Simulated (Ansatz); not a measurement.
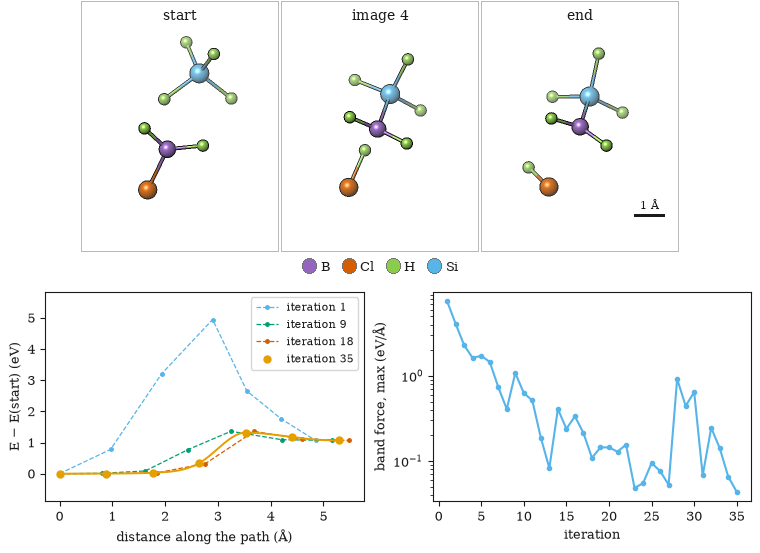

A search for the minimum-energy path of BSiH₆Cl, made up at the start of BH₂Cl and SiH$_{4}$ by the nudged elastic band. Images are numbered from 0 (start) to 6 (end). The plot follows the band through its iterations. Style: ball-and-stick. Shown from a free direction.

All numbers below come from RKS BLYP-D4/cc-pVDZ (Ansatz 0.2.0). Run with 5 movable images; climbing image; force threshold 0.05 eV/Å; iteration limit 60; starting path through a guess of the saddle point.

Judge this run.

The result is final at these settings. The band converged in 35 iterations. The largest component of the band force went from 7.5 to 0.043 eV/Å. The climbing image converged on the top of the path. Its vibrational analysis gives one imaginary mode (327i cm⁻¹), as a transition state must have. The first iteration put the highest image at 4.95 eV. The highest point, image 4, lies 1.32 eV above the start and 0.25 eV above the end; the end is at +1.07 eV relative to the start.

Limits of the set-up: the start holds two separate molecules, 2.4 Å apart at their closest, whose relative position is a soft coordinate.

Cost: 6.6 min on 1 thread of Arm Neoverse V2, on a shared host, peak memory 0.13 GiB.
